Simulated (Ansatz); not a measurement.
**Geometry relaxation of Ge$_{2}$H$_{4}$O$_{2}$ (part 1 of 2)**

System: Ge$_{2}$H$_{4}$O$_{2}$.
Method: RKS B3LYP-D4/def2-SVP (Ansatz 0.2.0).

It belongs to a series of runs on one base structure; here: end point A relaxed.

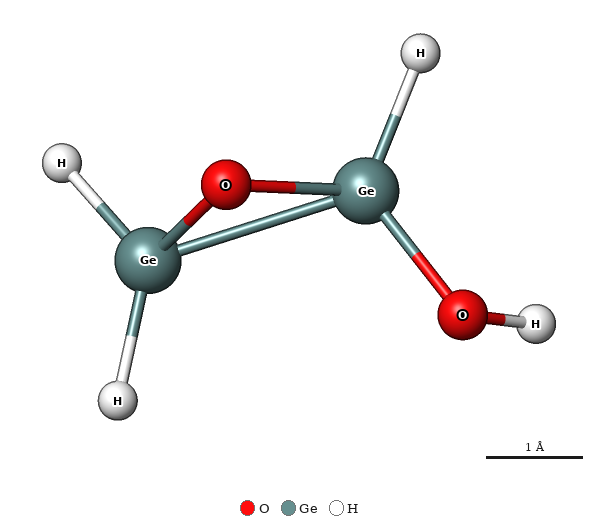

*The starting structure (ball-and-stick view, seen at a tilt). Sticks mark near contacts.*

Bond lengths as drawn: Ge–Ge 2.41 Å, Ge–H 1.52 to 1.56 Å, Ge–O 1.73 to 1.77 Å and H–O 1.05 Å.

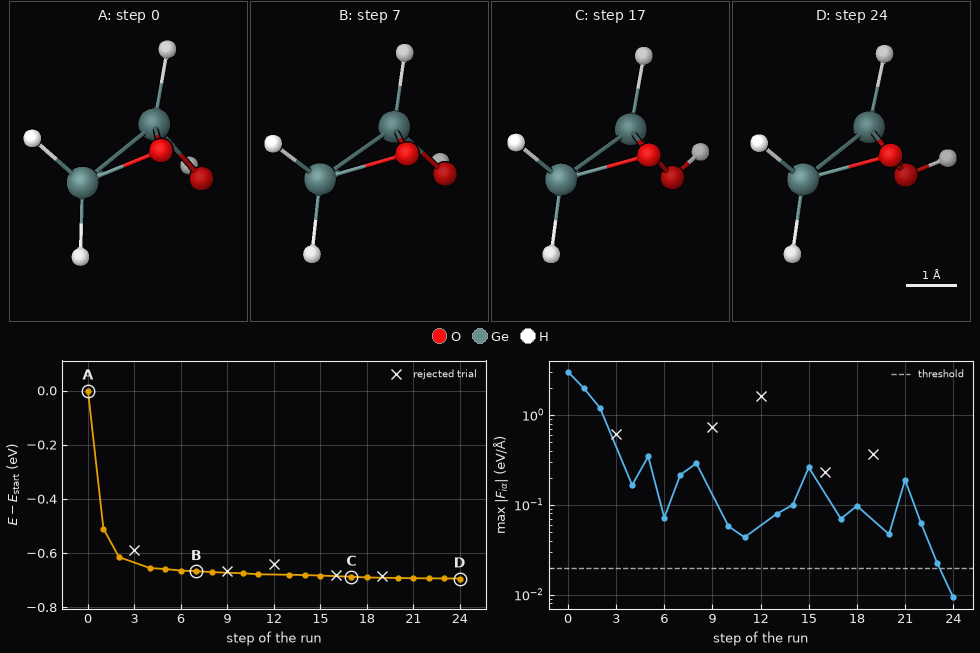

*Frames of the relaxation (ball-and-stick view, seen at a tilt) above the curves, on which the letters mark them (the first geometry is step 0 here and step 1 in the log).*

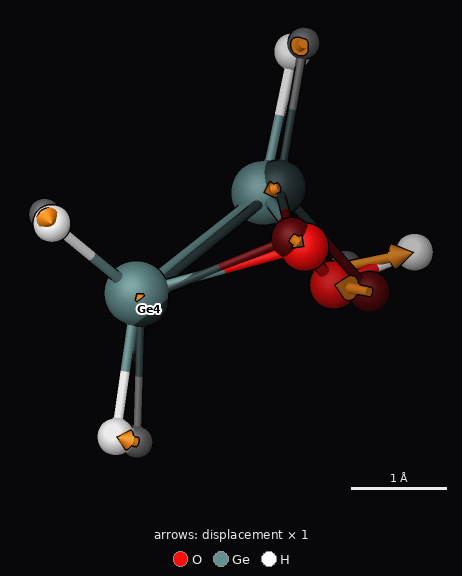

*Start (faint) and end (solid) with the displacements as orange arrows, at true length (ball-and-stick view, seen at a tilt). The two geometries are laid on each other by the best rigid fit.*

The energy falls by 0.694 eV in 24 geometry steps. Largest force component: 3 eV/Å at the start, 0.0093 eV/Å at the end. The line search rejected the trial steps at points 3, 9, 12, 16, 19 (counted from 0) and went back. The largest move after the best rigid fit is that of H5, 0.81 Å. Largest moves by element: H 0.81 Å, O 0.54 Å, Ge 0.19 Å. Among the contacts that change: O3–Ge4 1.735 → 1.854 Å, O1–H5 1.054 → 0.968 Å, Ge2–O3 1.758 → 1.840 Å, Ge2–Ge4 2.410 → 2.331 Å. Among the angles that change: H7–Ge4–H8 126.4° → 112.8°, Ge2–Ge4–H8 114.5° → 124.3°, O1–Ge2–H6 120.1° → 110.3°. (Atoms are counted from 1 in the order of the input.)

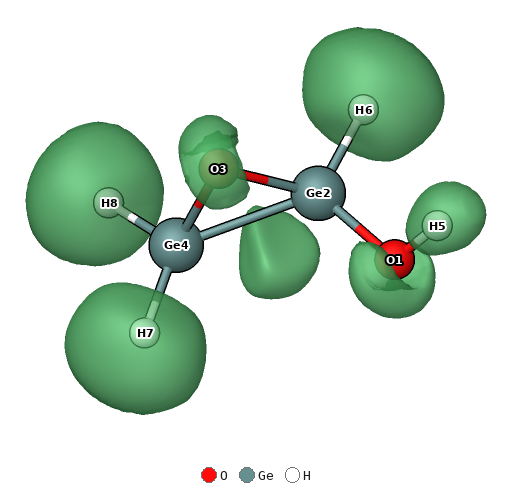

*Isosurface of the ELF at 0.85 (green), seen at a tilt. Core shells and regions of very low density are left out.*

Along the contacts the grid gives the following. Ge–O (1.78 Å): the ELF peaks at about 0.85 in the valence shell of O, 0.6 Å from its nucleus, and is about 0.35 at the midpoint. Ge–Ge (2.33 Å): the ELF is about 0.55 at the midpoint.

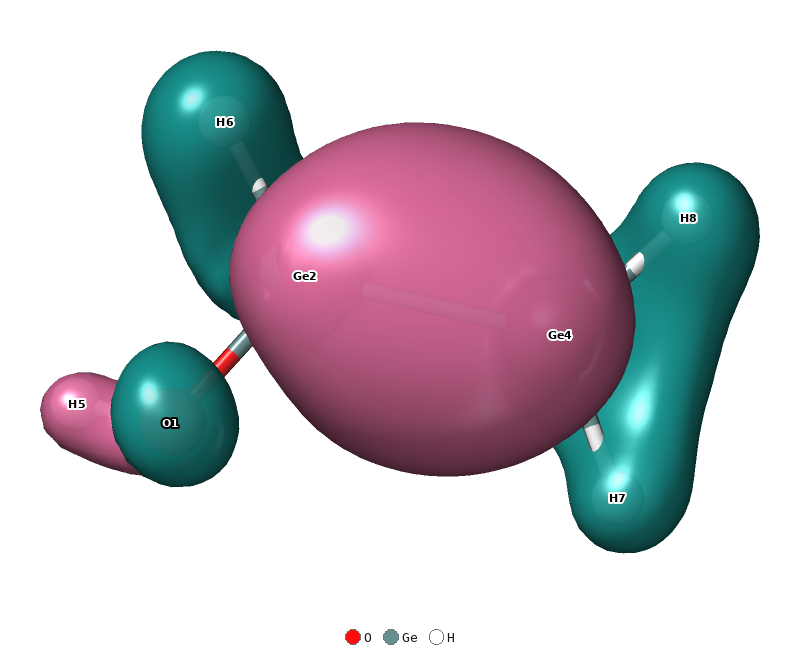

*One frontier orbital at ±0.08 Å⁻³ᐟ² (teal and pink are the two phases), seen at an oblique angle.*

The HOMO, at −6.61 eV. Its weight (Hirshfeld) is mainly on O3 (30 %), Ge4 (30 %) and Ge2 (30 %).

The input and output of the run follow.

### Input file
```yaml
crystal:
  periodic: [false, false, false]
  atoms:
    - { symbol: O, position_ang: [0.1131, 1.774, -1.0515] }
    - { symbol: Ge, position_ang: [-0.4139, 0.7351, 0.2794] }
    - { symbol: O, position_ang: [1.0026, -0.1285, 0.8614] }
    - { symbol: Ge, position_ang: [0.3948, -1.5209, 0.0245] }
    - { symbol: H, position_ang: [-0.792, 2.133, -1.4552] }
    - { symbol: H, position_ang: [-1.1665, 1.3475, 1.4948] }
    - { symbol: H, position_ang: [1.153, -1.8578, -1.2509] }
    - { symbol: H, position_ang: [-0.1989, -2.5394, 1.0416] }
basis:
  gaussian: { orbitals: def2-SVP }
hamiltonian:
  xc: b3lyp
  dispersion: d4
relax:
  f_tol: 0.02
  max_steps: 50
output:
  orbitals: {}
```

Launch command:
```bash
ansatz run input.yaml --threads 2 --pin off --max-ram 3072MiB --backend cpu --events-out ev --progress --plain --runs-dir out
```

### The program's output
```
The last accepted step is kept in [file] (removed where the run ends without a failure and the disk answers)
Engine: ansatz 0.2.0, x86_64-unknown-linux-gnu
Functional definition: B3LYP
  parameter a0 = 0.2
  parameter ax = 0.72
  parameter ac = 0.81
  exchange = (1 - a0 - ax)*slater_x + ax*b88_x + a0*exact_x
  correlation = (1 - ac)*vwn_rpa_c + ac*lyp_c
1174 factors; integrals over basis functions are off by at most 2.6e-4 eV
mean field evaluation 1: about -117169.3695 eV, gradient 7.8e1 eV
mean field evaluation 2: about -117086.4124 eV, gradient 2.0e2 eV
mean field evaluation 4: about -117179.6491 eV, gradient 1.3e1 eV
mean field evaluation 8: about -117179.9773 eV, gradient 3.6e-1 eV
mean field evaluation 16: about -117179.9775 eV, gradient 5.3e-5 eV
mean field -117179.97753447 eV, -4306.2847469504 hartree, gradient 5.3e-5 eV, S^2 0.000000; 0 other end points of the search recorded, 0 dependent functions left out
the calculation of the forces begins
reference -117179.97778688 eV, -4306.2847562261 hartree; 42, 42 occupied and 70, 70 virtual orbitals, 1174 factors
relax step   1: F+E_penalty+E_count = -117180.25602013 eV  Δ(F+E_penalty+E_count) = +0.000e0 eV  max|allowed force component| = 3.019e0 eV/Å  Δτ_max = 0.0000 Å  (27 SCF iters, accepted)
these checks for a lower state are left out or cut short: starts, cluster_reference, orbital_swaps, neighbouring_geometries, increment
1174 factors; integrals over basis functions are off by at most 2.8e-4 eV
mean field -117180.49191994 eV, -4306.3036502674 hartree, gradient 4.4e-5 eV, S^2 0.000000; 0 other end points of the search recorded, 0 dependent functions left out
[... from here on the field's lines of each further geometry are left out, up to the last ...]
relax step   2: F+E_penalty+E_count = -117180.76581469 eV  Δ(F+E_penalty+E_count) = -5.098e-1 eV  max|allowed force component| = 1.974e0 eV/Å  Δτ_max = 0.1983 Å  (33 SCF iters, accepted)
relax step   3: F+E_penalty+E_count = -117180.87061598 eV  Δ(F+E_penalty+E_count) = -1.048e-1 eV  max|allowed force component| = 1.193e0 eV/Å  Δτ_max = 0.0620 Å  (28 SCF iters, accepted)
relax step   4: F+E_penalty+E_count = -117180.84568597 eV  Δ(F+E_penalty+E_count) = +2.493e-2 eV  max|allowed force component| = 6.056e-1 eV/Å  Δτ_max = 0.1337 Å  (31 SCF iters, rejected (line search))
relax step   5: F+E_penalty+E_count = -117180.91113546 eV  Δ(F+E_penalty+E_count) = -4.052e-2 eV  max|allowed force component| = 1.653e-1 eV/Å  Δτ_max = 0.0630 Å  (31 SCF iters, accepted)
relax step   6: F+E_penalty+E_count = -117180.91482927 eV  Δ(F+E_penalty+E_count) = -3.694e-3 eV  max|allowed force component| = 3.454e-1 eV/Å  Δτ_max = 0.0999 Å  (31 SCF iters, accepted)
relax step   7: F+E_penalty+E_count = -117180.92053482 eV  Δ(F+E_penalty+E_count) = -5.706e-3 eV  max|allowed force component| = 7.194e-2 eV/Å  Δτ_max = 0.0241 Å  (27 SCF iters, accepted)
relax step   8: F+E_penalty+E_count = -117180.92281158 eV  Δ(F+E_penalty+E_count) = -2.277e-3 eV  max|allowed force component| = 2.152e-1 eV/Å  Δτ_max = 0.0534 Å  (27 SCF iters, accepted)
relax step   9: F+E_penalty+E_count = -117180.92629567 eV  Δ(F+E_penalty+E_count) = -3.484e-3 eV  max|allowed force component| = 2.892e-1 eV/Å  Δτ_max = 0.0886 Å  (28 SCF iters, accepted)
relax step  10: F+E_penalty+E_count = -117180.92103297 eV  Δ(F+E_penalty+E_count) = +5.263e-3 eV  max|allowed force component| = 7.359e-1 eV/Å  Δτ_max = 0.1026 Å  (30 SCF iters, rejected (line search))
relax step  11: F+E_penalty+E_count = -117180.93046227 eV  Δ(F+E_penalty+E_count) = -4.167e-3 eV  max|allowed force component| = 5.765e-2 eV/Å  Δτ_max = 0.0513 Å  (27 SCF iters, accepted)
relax step  12: F+E_penalty+E_count = -117180.93424619 eV  Δ(F+E_penalty+E_count) = -3.784e-3 eV  max|allowed force component| = 4.345e-2 eV/Å  Δτ_max = 0.1000 Å  (30 SCF iters, accepted)
relax step  13: F+E_penalty+E_count = -117180.89461520 eV  Δ(F+E_penalty+E_count) = +3.963e-2 eV  max|allowed force component| = 1.616e0 eV/Å  Δτ_max = 0.1463 Å  (30 SCF iters, rejected (line search))
relax step  14: F+E_penalty+E_count = -117180.93597868 eV  Δ(F+E_penalty+E_count) = -1.732e-3 eV  max|allowed force component| = 7.911e-2 eV/Å  Δτ_max = 0.0725 Å  (30 SCF iters, accepted)
relax step  15: F+E_penalty+E_count = -117180.93704987 eV  Δ(F+E_penalty+E_count) = -1.071e-3 eV  max|allowed force component| = 9.952e-2 eV/Å  Δτ_max = 0.0750 Å  (27 SCF iters, accepted)
relax step  16: F+E_penalty+E_count = -117180.93892237 eV  Δ(F+E_penalty+E_count) = -1.872e-3 eV  max|allowed force component| = 2.606e-1 eV/Å  Δτ_max = 0.0449 Å  (27 SCF iters, accepted)
relax step  17: F+E_penalty+E_count = -117180.93783282 eV  Δ(F+E_penalty+E_count) = +1.090e-3 eV  max|allowed force component| = 2.328e-1 eV/Å  Δτ_max = 0.1687 Å  (31 SCF iters, rejected (line search))
relax step  18: F+E_penalty+E_count = -117180.94328830 eV  Δ(F+E_penalty+E_count) = -4.366e-3 eV  max|allowed force component| = 6.981e-2 eV/Å  Δτ_max = 0.0844 Å  (30 SCF iters, accepted)
relax step  19: F+E_penalty+E_count = -117180.94597036 eV  Δ(F+E_penalty+E_count) = -2.682e-3 eV  max|allowed force component| = 9.718e-2 eV/Å  Δτ_max = 0.0843 Å  (30 SCF iters, accepted)
relax step  20: F+E_penalty+E_count = -117180.94052039 eV  Δ(F+E_penalty+E_count) = +5.450e-3 eV  max|allowed force component| = 3.627e-1 eV/Å  Δτ_max = 0.1078 Å  (30 SCF iters, rejected (line search))
relax step  21: F+E_penalty+E_count = -117180.94789038 eV  Δ(F+E_penalty+E_count) = -1.920e-3 eV  max|allowed force component| = 4.701e-2 eV/Å  Δτ_max = 0.0538 Å  (27 SCF iters, accepted)
relax step  22: F+E_penalty+E_count = -117180.94876900 eV  Δ(F+E_penalty+E_count) = -8.786e-4 eV  max|allowed force component| = 1.892e-1 eV/Å  Δτ_max = 0.0620 Å  (27 SCF iters, accepted)
relax step  23: F+E_penalty+E_count = -117180.94916324 eV  Δ(F+E_penalty+E_count) = -3.942e-4 eV  max|allowed force component| = 6.204e-2 eV/Å  Δτ_max = 0.0285 Å  (27 SCF iters, accepted)
relax step  24: F+E_penalty+E_count = -117180.94960691 eV  Δ(F+E_penalty+E_count) = -4.437e-4 eV  max|allowed force component| = 2.247e-2 eV/Å  Δτ_max = 0.0227 Å  (27 SCF iters, accepted)
the calculation of the forces begins
reference -117180.67644986 eV, -4306.3104316170 hartree; 42, 42 occupied and 70, 70 virtual orbitals, 1174 factors
relax step  25: F+E_penalty+E_count = -117180.94979851 eV  Δ(F+E_penalty+E_count) = -1.916e-4 eV  max|allowed force component| = 9.336e-3 eV/Å  Δτ_max = 0.0163 Å  (27 SCF iters, accepted)
1174 factors; integrals over basis functions are off by at most 6.9e-4 eV
mean field -117180.67619802 eV, -4306.3104223623 hartree, gradient 5.6e-5 eV, S^2 0.000000; 1 other end points of the search recorded, 0 dependent functions left out
the calculation of the forces begins
reference -117180.67644986 eV, -4306.3104316170 hartree; 42, 42 occupied and 70, 70 virtual orbitals, 1174 factors
Total energy: -117180.95005034 eV, -4306.3204862493 hartree
Atom 0 at    -0.359058     1.668863    -1.268854 Å, force    -0.000592     0.009336    -0.002765 eV/Å
Atom 1 at    -0.523523     0.616485     0.160378 Å, force    -0.000753    -0.003027     0.007891 eV/Å
Atom 2 at     1.089045    -0.010048     0.787687 Å, force    -0.002887    -0.004029    -0.004248 eV/Å
Atom 3 at     0.338498    -1.547256     0.072487 Å, force     0.004034     0.006722    -0.000446 eV/Å
Atom 4 at    -0.274771     2.605914    -1.041903 Å, force     0.001646    -0.006216    -0.000077 eV/Å
Atom 5 at    -1.340687     1.328585     1.259727 Å, force    -0.000870    -0.000832    -0.002367 eV/Å
Atom 6 at     1.099995    -2.083684    -1.153862 Å, force     0.000387    -0.001554    -0.001063 eV/Å
Atom 7 at     0.062701    -2.635859     1.128440 Å, force    -0.000967    -0.000400     0.003074 eV/Å
Dipole moment:    -0.343366    -0.006713     0.047406 e Å
```

### Trajectory as extended XYZ (Å, eV, eV/Å), 25 frames, from step=1 to step=25
```
8
Properties=species:S:1:pos:R:3:forces:R:3 step=1 energy=-117180.25602
O     0.1131    1.7740   -1.0515   -2.8784   1.8640  -1.3537
Ge   -0.4139    0.7351    0.2794   -1.6004  -0.9420  -0.2568
O     1.0026   -0.1285    0.8614    3.0187   1.3662   2.0373
Ge    0.3948   -1.5209    0.0245   -2.2459  -1.1026  -0.6989
H    -0.7920    2.1330   -1.4552    2.8979  -0.8901   0.9421
H    -1.1665    1.3475    1.4948    0.1210   0.2793  -0.2452
H     1.1530   -1.8578   -1.2509    0.2221  -0.3941  -0.0363
H    -0.1989   -2.5394    1.0416    0.4650  -0.1807  -0.3886
8
Properties=species:S:1:pos:R:3:forces:R:3 step=2 energy=-117180.76582
O     0.0716    1.9418   -0.9544   -1.9742   0.1210  -0.8611
Ge   -0.4509    0.6919    0.2356   -0.2540   0.7462  -0.0076
O     1.0490   -0.1009    0.8345    1.1533   0.4465   0.8027
Ge    0.3025   -1.5136    0.0315   -0.4064  -1.0788  -0.3517
H    -0.7618    2.1642   -1.4829    1.6619  -0.1696   0.7727
H    -1.1574    1.3821    1.4334   -0.1365  -0.0804  -0.1665
H     1.1313   -1.9824   -1.1823   -0.1059  -0.0746   0.0030
H    -0.0921   -2.6402    1.0287    0.0618   0.0897  -0.1915
8
Properties=species:S:1:pos:R:3:forces:R:3 step=3 energy=-117180.87062
O     0.0497    1.9505   -0.9734   -1.1931  -0.1746  -0.2207
Ge   -0.4256    0.7070    0.2546    0.3244   0.4836  -0.0814
O     1.1025   -0.0957    0.8653    0.1084   0.2444   0.1696
Ge    0.2918   -1.5127    0.0395    0.0038  -0.5402  -0.1629
H    -0.7653    2.1960   -1.4805    0.9381  -0.1100   0.4186
H    -1.1971    1.3951    1.4094   -0.0526  -0.0847  -0.1059
H     1.1084   -2.0237   -1.1725   -0.1161   0.0613   0.0232
H    -0.0722   -2.6734    1.0017   -0.0129   0.1202  -0.0406
8
Properties=species:S:1:pos:R:3:forces:R:3 step=4 energy=-117180.84569 accepted=F
O     0.0036    1.9155   -0.9776    0.3583   0.1674   0.0409
Ge   -0.3386    0.7303    0.3065   -0.5477  -0.3934  -0.3096
O     1.1761   -0.0861    0.9136    0.2726   0.3331   0.0832
Ge    0.3360   -1.5062    0.0695   -0.6056  -0.0125  -0.2517
H    -0.7165    2.2326   -1.5412   -0.0626  -0.1870   0.2475
H    -1.2916    1.3049    1.3812    0.2194   0.1186   0.0349
H     0.9977   -2.0017   -1.2306    0.2058  -0.0163   0.1064
H    -0.0745   -2.6464    1.0227    0.1598  -0.0097   0.0484
```
